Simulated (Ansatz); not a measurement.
Run report: WHCl2OF3, geometry relaxation

The run: geometry relaxation of WHCl2OF3. Method and program: RKS PBE/def2-SVP (Ansatz 0.2.0).

It belongs to a series of runs on one base structure; here: start relaxed. Figures and captions count atoms from 1; the log counts them from 0 in places.

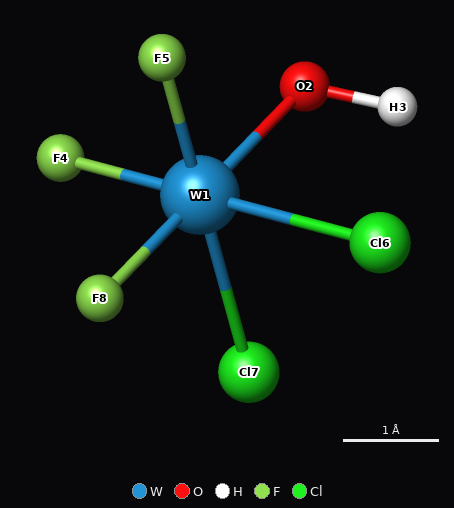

Figure 1. The input geometry (ball-and-stick view, seen at a tilt; atoms are numbered from 1 in the order of the input). Sticks mark near contacts. Bond lengths as drawn: Cl–W 2.39 Å, F–W 1.85 Å, H–O 1.01 Å and O–W 1.94 Å.

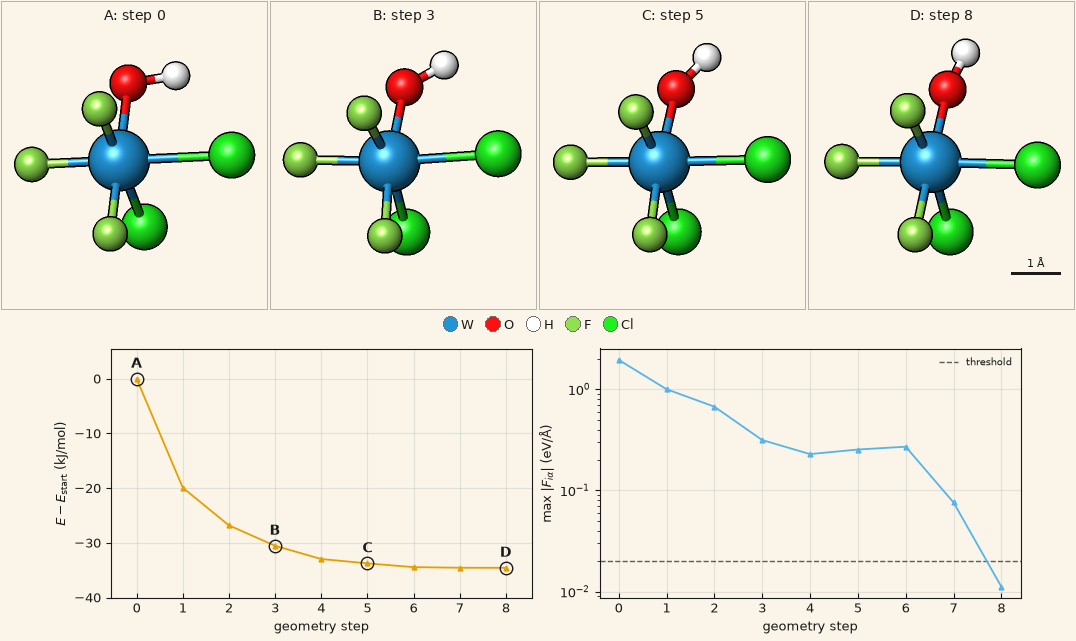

Figure 2. Frames of the relaxation (ball-and-stick view, seen at a tilt) above the curves, on which the letters mark them (the first geometry is step 0 here and step 1 in the log).

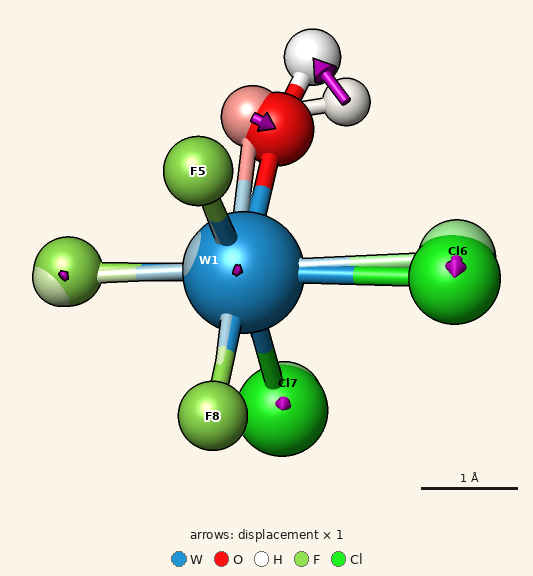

Figure 3. Start (faint) and end (solid) with the displacements as pink arrows, at true length (ball-and-stick view, seen at a tilt). The two geometries are laid on each other by the best rigid fit. After 8 geometry steps the energy has fallen by 34.6 kJ/mol. The largest force component goes from 2 to 0.011 eV/Å. The atom that moves furthest after the best rigid fit is H3 (0.63 Å). By element the largest moves are H 0.63 Å, O 0.29 Å, Cl 0.26 Å, W 0.11 Å, F 0.09 Å. Among the contacts that change: W1–O2 1.940 → 1.849 Å, W1–Cl6 2.390 → 2.319 Å, O2–H3 1.010 → 0.971 Å, W1–F4 1.850 → 1.881 Å. Among the angles that change: W1–O2–H3 109.5° → 168.3°, F5–W1–Cl7 180.0° → 174.2°, F4–W1–Cl6 180.0° → 174.9°. (Atoms are counted from 1 in the order of the input.)

The input and output of the run follow.

Input
```yaml
crystal:
  periodic: [false, false, false]
  atoms:
    - { symbol: W, position_ang: [0.0, 0.0, 0.0] }
    - { symbol: O, position_ang: [0.0, 0.0, 1.94] }
    - { symbol: H, position_ang: [-0.9095, -0.2814, 2.2771] }
    - { symbol: F, position_ang: [1.85, 0.0, 0.0] }
    - { symbol: F, position_ang: [0.0, 1.85, 0.0] }
    - { symbol: Cl, position_ang: [-2.39, 0.0, 0.0] }
    - { symbol: Cl, position_ang: [0.0, -2.39, 0.0] }
    - { symbol: F, position_ang: [0.0, 0.0, -1.85] }
basis:
  gaussian: { orbitals: def2-SVP }
hamiltonian:
  xc: pbe
relax:
  f_tol: 0.02
  max_steps: 40
```

Launched with:
```bash
ansatz run input.yaml --threads 4 --pin off --max-ram 5120MiB --backend cpu --events-out ev --progress --plain --runs-dir out
```

Log
```
The last accepted step is kept in [file] (removed where the run ends without a failure and the disk answers)
Engine: ansatz 0.2.0, aarch64-unknown-linux-gnu
Functional definition: PBE
  parameter kappa = 0.804
  parameter beta = 0.06672455060314922
  exchange = pbe_x(kappa = kappa, mu = beta*pi^2/3)
  correlation = pbe_c(beta = beta)
1342 factors; their error is unknown
mean field evaluation 1: about -37042.9600 eV, gradient 8.8e1 eV
mean field evaluation 2: about -36769.7447 eV, gradient 3.2e2 eV
mean field evaluation 4: about -37054.2130 eV, gradient 4.4e1 eV
mean field evaluation 8: about -37057.6690 eV, gradient 2.2e0 eV
mean field evaluation 16: about -37057.6074 eV, gradient 5.8e-3 eV
mean field -37057.60744247 eV, -1361.8419549622 hartree, gradient 5.6e-5 eV, S^2 0.000000; 0 other end points of the search recorded, 0 dependent functions left out
the calculation of the forces begins
reference -37057.60751313 eV, -1361.8419575592 hartree; 42, 42 occupied and 87, 87 virtual orbitals, 1342 factors
relax step   1: F+E_penalty+E_count = -37057.60744247 eV  Δ(F+E_penalty+E_count) = +0.000e0 eV  max|allowed force component| = 1.954e0 eV/Å  Δτ_max = 0.0000 Å  (34 SCF iters, accepted)
these checks for a lower state are left out or cut short: starts, cluster_reference, orbital_swaps, neighbouring_geometries, increment
1342 factors; their error is unknown
mean field -37057.81387725 eV, -1361.8495413004 hartree, gradient 2.2e-5 eV, S^2 0.000000; 0 other end points of the search recorded, 0 dependent functions left out
the calculation of the forces begins
reference -37057.81394839 eV, -1361.8495439150 hartree; 42, 42 occupied and 87, 87 virtual orbitals, 1342 factors
relax step   2: F+E_penalty+E_count = -37057.81387725 eV  Δ(F+E_penalty+E_count) = -2.064e-1 eV  max|allowed force component| = 1.002e0 eV/Å  Δτ_max = 0.1098 Å  (37 SCF iters, accepted)
these checks for a lower state are left out or cut short: starts, cluster_reference, orbital_swaps, neighbouring_geometries, increment
1342 factors; their error is unknown
mean field evaluation 32: about -37057.9626 eV, gradient 5.2e-1 eV
mean field -37057.88525795 eV, -1361.8521644929 hartree, gradient 1.2e-5 eV, S^2 0.000000; 0 other end points of the search recorded, 0 dependent functions left out
the calculation of the forces begins
reference -37057.88532920 eV, -1361.8521671112 hartree; 42, 42 occupied and 87, 87 virtual orbitals, 1342 factors
relax step   3: F+E_penalty+E_count = -37057.88525795 eV  Δ(F+E_penalty+E_count) = -7.138e-2 eV  max|allowed force component| = 6.733e-1 eV/Å  Δτ_max = 0.0729 Å  (37 SCF iters, accepted)
these checks for a lower state are left out or cut short: starts, cluster_reference, orbital_swaps, neighbouring_geometries, increment
1342 factors; their error is unknown
mean field -37057.92392950 eV, -1361.8535856462 hartree, gradient 2.3e-5 eV, S^2 0.000000; 0 other end points of the search recorded, 0 dependent functions left out
the calculation of the forces begins
reference -37057.92400066 eV, -1361.8535882612 hartree; 42, 42 occupied and 87, 87 virtual orbitals, 1342 factors
relax step   4: F+E_penalty+E_count = -37057.92392950 eV  Δ(F+E_penalty+E_count) = -3.867e-2 eV  max|allowed force component| = 3.149e-1 eV/Å  Δτ_max = 0.0930 Å  (38 SCF iters, accepted)
these checks for a lower state are left out or cut short: starts, cluster_reference, orbital_swaps, neighbouring_geometries, increment
1342 factors; their error is unknown
mean field -37057.94900641 eV, -1361.8545072056 hartree, gradient 2.4e-5 eV, S^2 0.000000; 0 other end points of the search recorded, 0 dependent functions left out
the calculation of the forces begins
reference -37057.94907746 eV, -1361.8545098165 hartree; 42, 42 occupied and 87, 87 virtual orbitals, 1342 factors
relax step   5: F+E_penalty+E_count = -37057.94900641 eV  Δ(F+E_penalty+E_count) = -2.508e-2 eV  max|allowed force component| = 2.287e-1 eV/Å  Δτ_max = 0.1579 Å  (37 SCF iters, accepted)
these checks for a lower state are left out or cut short: starts, cluster_reference, orbital_swaps, neighbouring_geometries, increment
1342 factors; their error is unknown
mean field -37057.95720810 eV, -1361.8548086120 hartree, gradient 2.7e-5 eV, S^2 0.000000; 0 other end points of the search recorded, 0 dependent functions left out
the calculation of the forces begins
reference -37057.95727909 eV, -1361.8548112208 hartree; 42, 42 occupied and 87, 87 virtual orbitals, 1342 factors
relax step   6: F+E_penalty+E_count = -37057.95720810 eV  Δ(F+E_penalty+E_count) = -8.202e-3 eV  max|allowed force component| = 2.538e-1 eV/Å  Δτ_max = 0.0567 Å  (33 SCF iters, accepted)
these checks for a lower state are left out or cut short: starts, cluster_reference, orbital_swaps, neighbouring_geometries, increment
1342 factors; their error is unknown
mean field evaluation 64: about -37058.0471 eV, gradient 1.1e-2 eV
mean field -37057.96434946 eV, -1361.8550710522 hartree, gradient 1.1e-5 eV, S^2 0.000000; 0 other end points of the search recorded, 0 dependent functions left out
the calculation of the forces begins
reference -37057.96442070 eV, -1361.8550736704 hartree; 42, 42 occupied and 87, 87 virtual orbitals, 1342 factors
relax step   7: F+E_penalty+E_count = -37057.96434946 eV  Δ(F+E_penalty+E_count) = -7.141e-3 eV  max|allowed force component| = 2.705e-1 eV/Å  Δτ_max = 0.2000 Å  (38 SCF iters, accepted)
these checks for a lower state are left out or cut short: starts, cluster_reference, orbital_swaps, neighbouring_geometries, increment
1342 factors; their error is unknown
mean field -37057.96550457 eV, -1361.8551135018 hartree, gradient 1.1e-5 eV, S^2 0.000000; 0 other end points of the search recorded, 0 dependent functions left out
the calculation of the forces begins
reference -37057.96557582 eV, -1361.8551161203 hartree; 42, 42 occupied and 87, 87 virtual orbitals, 1342 factors
relax step   8: F+E_penalty+E_count = -37057.96550457 eV  Δ(F+E_penalty+E_count) = -1.155e-3 eV  max|allowed force component| = 7.609e-2 eV/Å  Δτ_max = 0.0190 Å  (33 SCF iters, accepted)
these checks for a lower state are left out or cut short: starts, cluster_reference, orbital_swaps, neighbouring_geometries, increment
1342 factors; their error is unknown
mean field -37057.96568523 eV, -1361.8551201409 hartree, gradient 1.1e-5 eV, S^2 0.000000; 0 other end points of the search recorded, 0 dependent functions left out
the calculation of the forces begins
reference -37057.96575654 eV, -1361.8551227614 hartree; 42, 42 occupied and 87, 87 virtual orbitals, 1342 factors
relax step   9: F+E_penalty+E_count = -37057.96568523 eV  Δ(F+E_penalty+E_count) = -1.807e-4 eV  max|allowed force component| = 1.117e-2 eV/Å  Δτ_max = 0.0281 Å  (32 SCF iters, accepted)
1342 factors; their error is unknown
mean field evaluation 96: about -37057.9656 eV, gradient 1.8e-1 eV
mean field -37057.96568523 eV, -1361.8551201409 hartree, gradient 1.1e-5 eV, S^2 0.000000; 1 other end points of the search recorded, 0 dependent functions left out
the calculation of the forces begins
reference -37057.96575654 eV, -1361.8551227614 hartree; 42, 42 occupied and 87, 87 virtual orbitals, 1342 factors
Total energy: -37057.96575654 eV, -1361.8551227614 hartree
Atom 0 at    -0.086159    -0.059251    -0.005453 Å, force     0.011173     0.001576    -0.007547 eV/Å
Atom 1 at    -0.258337    -0.093835     1.834760 Å, force    -0.003703    -0.002331     0.009390 eV/Å
Atom 2 at    -0.542323    -0.132651     2.762076 Å, force     0.004247     0.000459    -0.007332 eV/Å
Atom 3 at     1.791664     0.002614     0.080425 Å, force    -0.005688     0.000482     0.002568 eV/Å
Atom 4 at    -0.026383     1.822117    -0.025768 Å, force    -0.000039     0.000620    -0.000297 eV/Å
Atom 5 at    -2.389962     0.001159    -0.267225 Å, force    -0.006955     0.003335    -0.000789 eV/Å
Atom 6 at     0.013476    -2.368563    -0.140978 Å, force     0.002507    -0.005298     0.002247 eV/Å
Atom 7 at     0.048524     0.007011    -1.870738 Å, force    -0.001543     0.001158     0.001761 eV/Å
Dipole moment:    -0.192298    -0.098281     0.780522 e Å
```

Trajectory as extended XYZ (Å, eV, eV/Å), 9 frames, from step=1 to step=9
```
8
Properties=species:S:1:pos:R:3:forces:R:3 step=1 energy=-37057.60744
W     0.0000    0.0000    0.0000   -0.8197  -1.6870   1.9537
O     0.0000    0.0000    1.9400   -1.5951  -0.4782  -0.9487
H    -0.9095   -0.2814    2.2771    1.2456   0.3757   0.0335
F     1.8500    0.0000    0.0000    0.3546   0.1098   0.0944
F     0.0000    1.8500    0.0000    0.0743   0.6857  -0.1938
Cl   -2.3900    0.0000    0.0000    0.9045   0.0626   0.0169
Cl    0.0000   -2.3900    0.0000    0.0314   0.9394  -0.1300
F     0.0000    0.0000   -1.8500   -0.1955  -0.0080  -0.8261
8
Properties=species:S:1:pos:R:3:forces:R:3 step=2 energy=-37057.81388
W    -0.0069   -0.0277    0.0198    0.2378   0.0626   0.4410
O    -0.0616   -0.0108    1.9238   -1.0020  -0.4709  -0.2247
H    -0.9105   -0.2959    2.3597    0.8249   0.3181  -0.0027
F     1.8525    0.0199    0.0489    0.3097   0.0861   0.0748
F     0.0123    1.8414   -0.0687    0.1390   0.2510  -0.0997
Cl   -2.3048    0.0294    0.0202   -0.5034   0.0259  -0.0022
Cl    0.0184   -2.3214   -0.0838    0.0786  -0.3777   0.0658
F    -0.0489   -0.0563   -1.8529   -0.0847   0.1051  -0.2523
8
Properties=species:S:1:pos:R:3:forces:R:3 step=3 energy=-37057.88526
W    -0.0187   -0.0403    0.0111    0.5049   0.4091  -0.0828
O    -0.0924   -0.0662    1.8996   -0.6733  -0.0828  -0.1407
H    -0.9011   -0.2676    2.4263    0.4708   0.1422   0.0012
F     1.8535    0.0351    0.0746   -0.0840  -0.0288  -0.0043
F     0.0601    1.8417   -0.1005   -0.0149  -0.1754   0.0748
Cl   -2.3299    0.0402    0.0061   -0.1872   0.0095   0.0114
Cl    0.0646   -2.3394   -0.0749    0.0336  -0.1736  -0.1133
F    -0.0856   -0.0248   -1.8750   -0.0500  -0.1004   0.2537
8
Properties=species:S:1:pos:R:3:forces:R:3 step=4 energy=-37057.92393
W    -0.0172   -0.0491    0.0081    0.2812   0.2270  -0.1730
O    -0.1412   -0.0688    1.8811   -0.3149  -0.1324  -0.0793
H    -0.8919   -0.2096    2.4952    0.2437   0.0717  -0.0239
F     1.8583    0.0295    0.0945   -0.1583  -0.0356  -0.0340
F     0.0851    1.8336   -0.0927   -0.0380  -0.2438  -0.0055
Cl   -2.3459    0.0458    0.0052    0.0416  -0.0358  -0.0492
Cl    0.1164   -2.3575   -0.1500   -0.0281   0.0897   0.0703
F    -0.1131   -0.0453   -1.8742   -0.0272   0.0591   0.2947
8
Properties=species:S:1:pos:R:3:forces:R:3 step=5 energy=-37057.94901
W    -0.0311   -0.0446    0.0028   -0.0599  -0.1935   0.0486
O    -0.1626   -0.0982    1.8640   -0.2287   0.0982  -0.0399
H    -0.7880   -0.1759    2.6092    0.1210   0.0025  -0.0497
F     1.8392    0.0163    0.0812    0.0890   0.0173  -0.0608
F     0.0434    1.8291   -0.0761    0.0137   0.1098   0.0506
Cl   -2.3544    0.0191   -0.1053   -0.0124   0.0210   0.0575
Cl    0.0702   -2.3499   -0.1378    0.0257  -0.0738  -0.0224
F    -0.0661   -0.0174   -1.8710    0.0516   0.0185   0.0161
8
Properties=species:S:1:pos:R:3:forces:R:3 step=6 energy=-37057.95721
W    -0.0364   -0.0561   -0.0009   -0.1174  -0.1130   0.0649
O    -0.1973   -0.0948    1.8496   -0.1650   0.0140   0.2538
H    -0.7597   -0.1471    2.6491    0.2026   0.0202  -0.2309
F     1.8359    0.0090    0.0528    0.0807  -0.0041   0.0119
F     0.0341    1.8192   -0.0523    0.0160   0.1257   0.0366
Cl   -2.3604    0.0095   -0.1194   -0.0017  -0.0020  -0.0605
Cl    0.0692   -2.3635   -0.1412    0.0148  -0.0158  -0.0210
F    -0.0348    0.0026   -1.8706   -0.0300  -0.0250  -0.0548
8
Properties=species:S:1:pos:R:3:forces:R:3 step=7 energy=-37057.96435
W    -0.0785   -0.0591   -0.0021   -0.0039  -0.0129  -0.0718
O    -0.2484   -0.0918    1.8394    0.0869   0.0003  -0.2644
H    -0.5837   -0.1369    2.7434   -0.0964  -0.0121   0.2705
F     1.7976    0.0045    0.0765    0.0392  -0.0024  -0.0061
F    -0.0083    1.8203   -0.0309   -0.0084   0.0384   0.0057
Cl   -2.3846    0.0062   -0.2438   -0.0245  -0.0037   0.0120
Cl    0.0319   -2.3669   -0.1444   -0.0092  -0.0136   0.0187
F     0.0244    0.0023   -1.8711    0.0163   0.0059   0.0355
8
Properties=species:S:1:pos:R:3:forces:R:3 step=8 energy=-37057.96551
W    -0.0807   -0.0577   -0.0060   -0.0164  -0.0113   0.0461
O    -0.2513   -0.0910    1.8359   -0.0256  -0.0097   0.0509
H    -0.5680   -0.1402    2.7538    0.0279   0.0052  -0.0761
F     1.7965    0.0038    0.0763    0.0053   0.0034  -0.0045
F    -0.0176    1.8230   -0.0297    0.0011   0.0077  -0.0027
Cl   -2.3880    0.0044   -0.2523    0.0091  -0.0009  -0.0029
Cl    0.0224   -2.3677   -0.1388   -0.0031   0.0047   0.0016
F     0.0372    0.0040   -1.8720    0.0018   0.0009  -0.0125
8
Properties=species:S:1:pos:R:3:forces:R:3 step=9 energy=-37057.96569
W    -0.0862   -0.0593   -0.0055    0.0112   0.0016  -0.0075
O    -0.2583   -0.0938    1.8348   -0.0037  -0.0023   0.0094
H    -0.5423   -0.1327    2.7621    0.0042   0.0005  -0.0073
F     1.7917    0.0026    0.0804   -0.0057   0.0005   0.0026
F    -0.0264    1.8221   -0.0258    0.0000   0.0006  -0.0003
Cl   -2.3900    0.0012   -0.2672   -0.0070   0.0033  -0.0008
Cl    0.0135   -2.3686   -0.1410    0.0025  -0.0053   0.0022
F     0.0485    0.0070   -1.8707   -0.0015   0.0012   0.0018
```

Results in brief

```json
{"quantity": "outcome", "value": "converged"}
{"quantity": "total energy", "value": "−37057.9658 eV"}
{"quantity": "mean-field energy", "value": "−37057.9658 eV"}
{"quantity": "largest force (length of the vector) at the end", "value": "0.014 eV/Å"}
{"quantity": "hardware", "value": "4 threads of Arm Neoverse V2, 24 GiB of memory available, shared host"}
{"quantity": "wall time", "value": "19 s (CPU time 70 s)"}
{"quantity": "peak memory", "value": "0.2 GiB"}
```
